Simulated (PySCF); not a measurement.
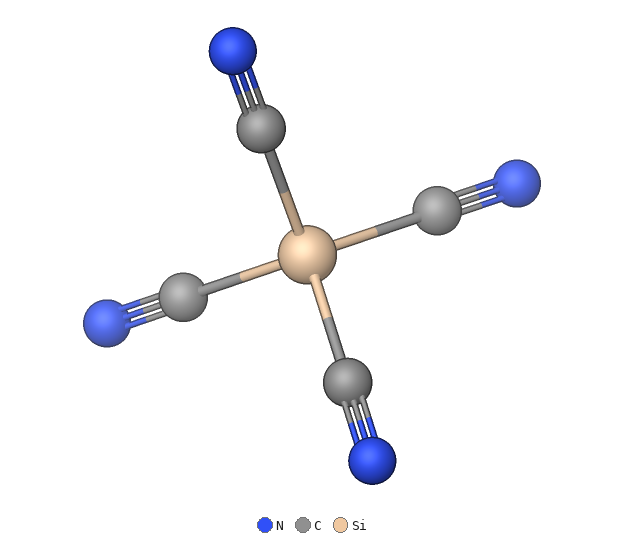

The computed structure is the end point of a GFN2-xTB optimisation. No frequency run is at hand to confirm it as a minimum. Method: PBE0/def2-SVPD, gas phase (PySCF 2.14.0). Excitations: vertical, linear response.

Computed properties:

The species is C4N4Si (`N#C[Si](C#N)(C#N)C#N`).
- HOMO energy (Kohn–Sham orbital): −11.47 eV
- LUMO energy (Kohn–Sham orbital): −3.02 eV
- HOMO–LUMO gap: 8.46 eV
- mean static polarisability: 79.6 bohr³
- lowest vertical singlet excitation: 6.61 eV
- its oscillator strength: 0.000

The geometry is semi-empirical. Around Si such bond lengths and angles can be off by a tenth of an ångström or more and by several degrees, and values that hang on the shape move with them.
